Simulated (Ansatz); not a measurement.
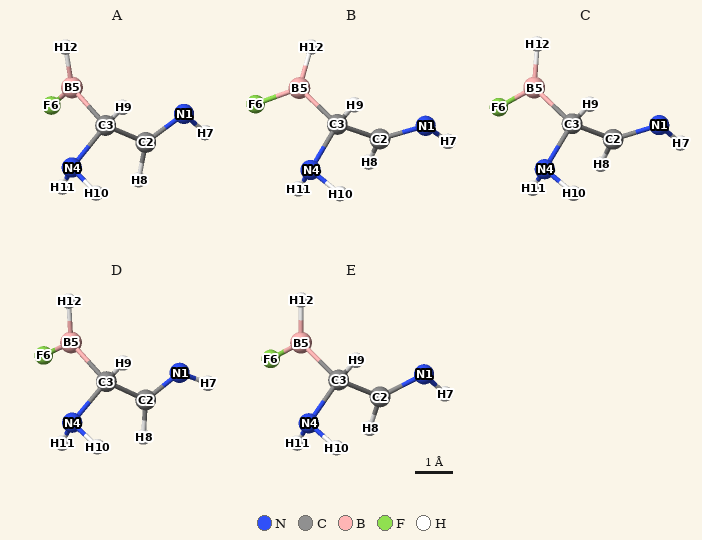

5 geometries from one relaxation of C2H6BFN2, in shuffled order. The picture is a ball-and-stick view, seen from a free direction.

The run prepares an end point of a later path (torsion) calculation, from a guessed geometry.

The calculation used RKS r2SCAN-D4/STO-3G (Ansatz 0.2.0). (no spin polarisation; force threshold 0.015 eV/Å; at most 40 steps)

Order the frames from highest to lowest energy.

Answer. D, A, E, C, B. They are steps 0, 3, 8, 12, 28, at +33.4 kcal/mol, +4.84 kcal/mol, +1.63 kcal/mol, +0.51 kcal/mol relative to the last. The atom that moves furthest after the best rigid fit is F6 (0.99 Å). Largest moves by element: F 0.99 Å, H 0.82 Å, N 0.68 Å, C 0.18 Å, B 0.17 Å. Among the contacts that change: B5–F6 1.451 → 1.311 Å, N1–C2 1.228 → 1.317 Å, N1–H7 1.022 → 1.079 Å, C3–H9 1.056 → 1.107 Å. Among the angles between lasting bonds that change: C2–N1–H7 124.8° → 105.5°, N4–C3–B5 104.7° → 111.0°, C3–N4–H11 109.3° → 103.5°. Groups turn about C3–B5 by about 45°, C2–C3 by about 45°. The energy falls by 33.4 kcal/mol in 26 accepted moves (28 points after the start). The largest force component goes from 6.3 to 0.014 eV/Å. The line search rejected the trial steps at points 19, 23 of the run.

Limits of the set-up: STO-3G is a minimal basis, so the numbers are rough.
